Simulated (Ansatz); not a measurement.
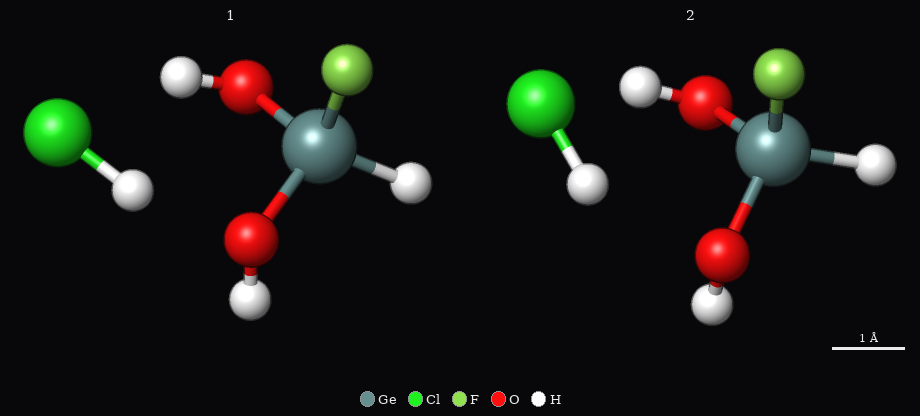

Two geometries of GeH₄O₂ClF, drawn at one scale. One is the start of a relaxation, the other its converged end. The picture is a ball-and-stick view, seen at a tilt.

All numbers below come from RKS BLYP/def2-SVP in Ansatz 0.2.0. Settings: no spin polarisation; force threshold 0.03 eV/Å; at most 50 steps.

Which of the two is the end point?

Structure 1 is the relaxed one. The run prepares an end point of a later path (reaction) calculation, from a guessed geometry. The energy falls by 3.85 kcal/mol in 8 accepted moves (9 points after the start). Largest force component: 0.8 eV/Å at the start, 0.017 eV/Å at the end. The line search rejected the trial step at point 7 of the run. The Cl atom moves most after the best rigid fit: 0.54 Å. Largest moves by element: Cl 0.54 Å, F 0.41 Å, H 0.34 Å, O 0.30 Å, Ge 0.10 Å. Some distances before and after: Cl–Ge 3.434 → 3.743 Å, Ge–O 1.790 → 1.827 Å, Cl–H 1.343 → 1.335 Å, Ge–O 1.781 → 1.773 Å. Among the angles between lasting bonds that change: F–Ge–O 115.1° → 110.9°, O–Ge–H 106.3° → 109.9°, O–Ge–O 113.0° → 110.3°. Groups turn about Ge–O by about 25°. The run took 14 s on 4 threads of Arm Neoverse V1, with other jobs on the host, peak memory 0.16 GiB.

Limits of the set-up: the start holds two separate molecules, 2.2 Å apart at their closest, whose relative position is a soft coordinate and is computed without a dispersion correction.
